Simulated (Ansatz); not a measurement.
C2H3AlGe (SMILES C=[C]1[AlH][Ge]1)

```xyz
7

C     0.0647    1.0502    0.7067
C    -0.7915    1.2317   -0.3194
Al   -2.3545    0.2498    0.4583
Ge   -2.0768    1.4057   -1.6599
H     0.1737    1.7886    1.5082
H     0.7740    0.2160    0.7292
H    -2.4267   -0.4746    1.8643
```

Geometry: PBE0-D3(BJ)/pcseg-1.

These are results of isolated molecule in a Gaussian basis; Kohn-Sham density functional theory, functional PBE0 (Ansatz), not measurements.

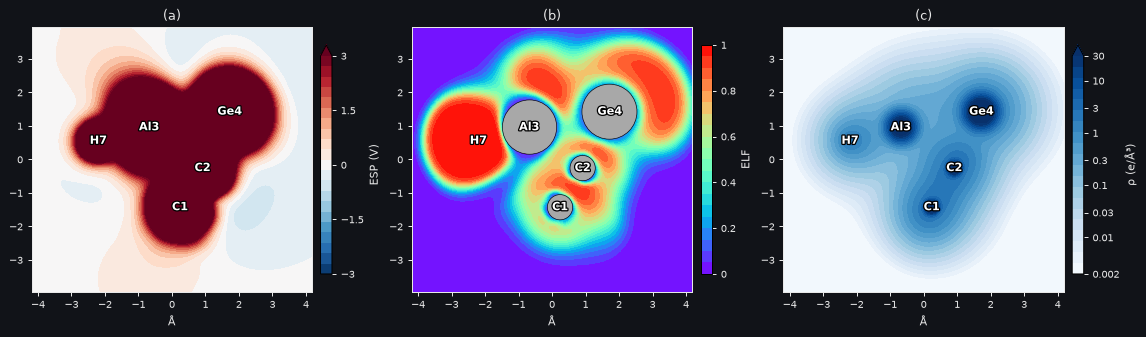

Figure 1. (a) electrostatic potential; (b) electron localisation function; (c) total electron density on the plane of atoms C2, Al3 and Ge4. Grey discs cover the atomic cores in the ELF map.

### Interpret the plot.

The section cuts through C, Al, Ge and H sites.
C–C (1.35 Å): the density is about 2.3 e/Å³ at the midpoint; the ELF peaks at about 0.90 between the atoms (a covalent bond).
C–Ge (1.87 Å): ρ at the midpoint is about 0.87 e/Å³; the ELF peaks at about 0.85 in the valence shell of C, 0.7 Å from its nucleus, and is about 0.40 at the midpoint.
C–Al (2.00 Å): ρ at the midpoint is about 0.5 e/Å³; the ELF peaks at about 0.70 in the valence shell of C, 0.8 Å from its nucleus, and is about 0.55 at the midpoint.
Al–Ge (2.43 Å): the density is about 0.41 e/Å³ at the midpoint; the ELF reaches about 0.55 near the midpoint.
Al–H (1.58 Å): ρ at the midpoint is about 0.55 e/Å³; the ELF climbs to about 1 towards the hydrogen.
Outside the dense part of the molecule the potential is most negative (−0.6 V) near C2.

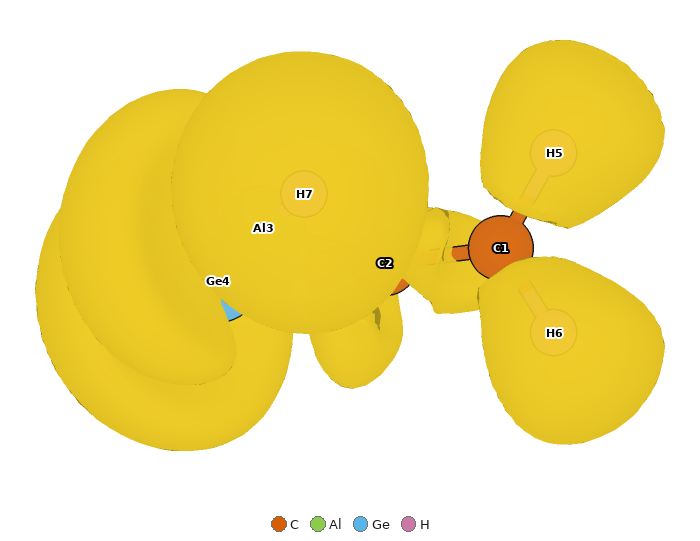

Figure 2. Isosurface of the electron localisation function at 0.75 (yellow), seen from one side. Core shells and regions of very low density are left out.

### Identify the bonds, lone pairs and shells in this picture.

At this value the surface marks out one region between bonded C–C atoms (shared pairs), three regions around hydrogen nuclei, one lobe of the valence shell of C pointing towards Ge (polar bonds), one lobe on Al, pointing away from the bonds (lone pairs) and one lobe on Ge, pointing away from the bonds (lone pairs).

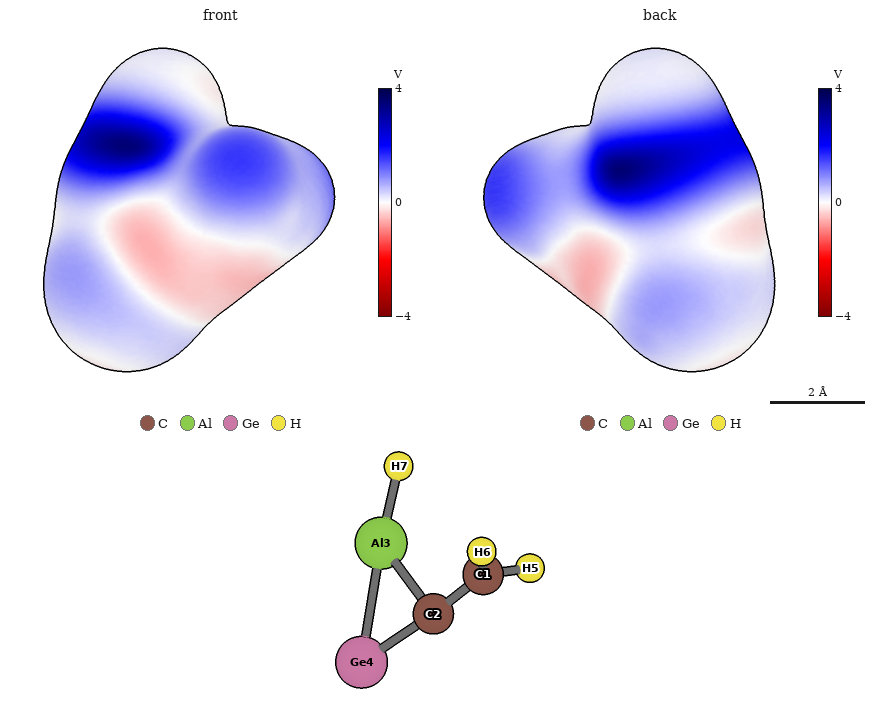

Figure 3. The molecular electrostatic potential painted on the density surface at 0.004 e/bohr³, seen from the front and from behind; the colour scale runs from red (negative) to blue (positive). The bare structure is drawn below in the same view.

### Where is the surface potential most negative and most positive?

The most negative region (about −0.6 V) lies over C2 and Ge4, the most positive (about +3.4 V) over Al3.

### How polar is the molecule by this calculation?

Its dipole moment is 1.48 D.
